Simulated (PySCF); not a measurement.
**GeCl2 (SMILES [Cl][Ge][Cl]) at 6 levels**

Wanted: a comparison of 6 runs (B2PLYP/STO-3G, SVWN5/STO-3G, wB97X-V/STO-3G, CCSDT(Q)/STO-3G, NEVPT2(2,2)/STO-3G, FCI/STO-3G) of GeCl2. Input form: a Python script.

The results are computed with PySCF 2.14.0.

20 further runs of the same task are left out: 9 that didn't finish, 11 set aside as unsound or not needed.

### Step 1. The structure to begin with

GeCl2: 3 atoms, total charge 0, spin state singlet. SMILES: `[Cl][Ge][Cl]`. The Ge1–Cl3 distance was set to 3.243 Å, away from the relaxed value. At this shape a bond of the SMILES string is far longer than usual.

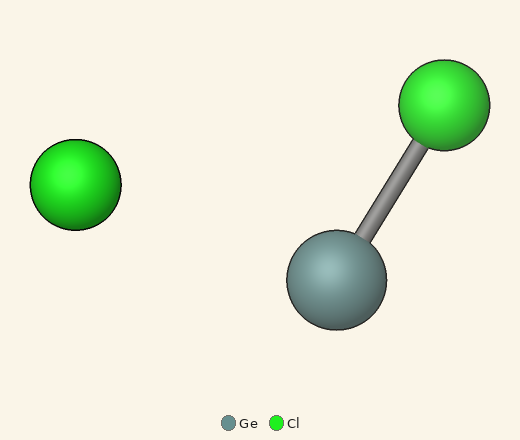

Viewed from a chosen angle; germanium teal, chlorine green.

### Step 2. The energy at B2PLYP/STO-3G (run 1)

File run.py:

```python
from pyscf import gto, dft, mp

mol = gto.Mole()
mol.atom = [
    ('Ge', (0.833682, -0.023630, -1.624980)),
    ('Cl', (2.476632, -0.035340, -0.219070)),
    ('Cl', (-1.652730, 0.025930, 0.456450)),
]
mol.verbose = 3
mol.spin = 0
mol.basis = 'sto-3g'
mol.max_memory = 1860
mol.build()

calc0 = dft.RKS(mol)
calc0.xc = '0.53*HF + 0.47*B88, 0.73*LYP'
calc0.conv_tol = 1e-10
calc0.grids.level = 5
calc0.kernel()
if not calc0.converged:
    calc0 = calc0.newton().run(calc0.mo_coeff, calc0.mo_occ)

pt = mp.MP2(calc0, frozen=19).run()
etot = calc0.e_tot + 0.27 * pt.e_corr
print('PT2 part  %.8f' % (0.27 * pt.e_corr))
print('E(%s) = %.9f' % ('B2PLYP', etot))
```

The run is started by

```console
$ OMP_NUM_THREADS=1 python run.py
```

The log of the run:

```text
converged SCF energy = -2962.70407690321
E(RMP2) = -2962.79447316793  E_corr = -0.0903962647143786
E(SCS-RMP2) = -2962.80359356707  E_corr = -0.0995166638630977
PT2 part  -0.02440699
E(B2PLYP) = -2962.728483895
```

It took 6.9 s on 1 thread of Arm Neoverse N1, shared host; peak memory 0.26 GiB.

### Step 3. A single-point energy at SVWN5/STO-3G (run 2)

File job.py:

```python
from pyscf import gto, dft

system = gto.M(
    atom='''
Ge       0.833682      -0.023630      -1.624980
Cl       2.476632      -0.035340      -0.219070
Cl      -1.652730       0.025930       0.456450
''',
    basis='sto-3g',
    max_memory=1860,
    verbose=3,
    spin=0,
)

mf = dft.RKS(system)
mf.xc = 'svwn'
mf.grids.level = 5
mf.conv_tol = 1e-10
mf.kernel()
if not mf.converged:
    mf = mf.newton().run(mf.mo_coeff, mf.mo_occ)

etot = mf.e_tot
print('E = %.10f Eh' % etot)
```

The run is started by

```console
$ OMP_NUM_THREADS=1 python job.py
```

The log of the run:

```text
SCF not converged.
SCF energy = -2956.95489314707
converged SCF energy = -2956.95489315244
E = -2956.9548931524 Eh
```

Wall time 10 s (1 thread of Arm Neoverse N1, shared host); peak memory 0.18 GiB.

Runs 3 to 5 aren't shown in full; the table further down has their settings and results.

### Step 4. The energy at FCI/STO-3G (run 6)

File input.py:

```python
from pyscf import gto, scf, mcscf
from pyscf import fci

system = gto.M(
    atom=[
    ('Ge', (0.833682, -0.023630, -1.624980)),
    ('Cl', (2.476632, -0.035340, -0.219070)),
    ('Cl', (-1.652730, 0.025930, 0.456450)),
],
    verbose=3,
    basis='sto-3g',
    max_memory=1860,
)

myscf = scf.RHF(system)
myscf.conv_tol = 1e-10
myscf.kernel()
if not myscf.converged:
    myscf = myscf.newton().run(myscf.mo_coeff, myscf.mo_occ)

cas = mcscf.CASCI(myscf, myscf.mo_coeff.shape[-1] - 19, (system.nelec[0] - 19, system.nelec[1] - 19))  # full CI above the frozen core
cas.fcisolver = fci.direct_spin0.FCI(system)  # even spin states alone
cas.kernel()
print('<S^2> = %.4f' % cas.fcisolver.spin_square(cas.ci, cas.ncas, cas.nelecas)[0])
etot = cas.e_tot
print('E(%s) = %.9f' % ('FCI', etot))
```

The run is started by

```console
$ OMP_NUM_THREADS=1 python input.py
```

The log of the run:

```text
converged SCF energy = -2960.86123900853
CASCI E = -2960.93931436356  E(CI) = -166.168967041830  S^2 = 0.0000000
<S^2> = 0.0000
E(FCI) = -2960.939314364
```

Wall time 39 s (1 thread of Arm Neoverse N1, shared host); peak memory 0.22 GiB.

### Step 5. Overview of the runs

```csv
run,level,frozen core orbitals,nlc grid,energy (Eh),dipole moment (D) of the reference,HOMO energy (eV),LUMO energy (eV),wall time
1,B2PLYP/STO-3G,19,–,-2962.728484,6.92,-5.25,-0.74,6.9 s
2,SVWN5/STO-3G,–,–,-2956.954893,5.32,-2.73,-2.66,10 s
3,wB97X-V/STO-3G,–,1,-2963.106308,6.92,-6.42,0.08,43 s
4,CCSDT(Q)/STO-3G,19,–,-2960.939603,8.11,-6.31,1.27,18 s
5,"NEVPT2(2,2)/STO-3G",–,–,-2960.926515,8.11,-6.31,1.27,1.5 s
6,FCI/STO-3G,19,–,-2960.939314,8.11,-6.31,1.27,39 s
```

### Step 6. Summary of results

```
                                           quantity           value
                                run 6: total energy  -2960.93931 Eh
        run 6: dipole moment (Hartree–Fock density)          8.11 D
         run 6: HOMO energy (Hartree–Fock orbitals)        -6.31 eV
         run 6: LUMO energy (Hartree–Fock orbitals)         1.27 eV
       run 6: HOMO–LUMO gap (Hartree–Fock orbitals)         7.58 eV
run 6: correlation energy (19 core orbitals frozen)       -78.1 mEh
```

What this shows: Against full CI in this basis: CCSDT(Q) -0.3 mEh. Over runs 1, 2, 3 the dipole moment (its size) runs from 5.32 D (SVWN5/STO-3G) to 6.92 D (wB97X-V/STO-3G). Over runs 1, 2, 3 the HOMO–LUMO gap runs from 0.08 eV (SVWN5/STO-3G) to 6.50 eV (wB97X-V/STO-3G). Totals of different functionals can't be ranked against each other. In runs 1, 2, 3, 4, 5, 6 the basis is minimal, so the values are rough. All runs together took 2 min, the longest 43 s.
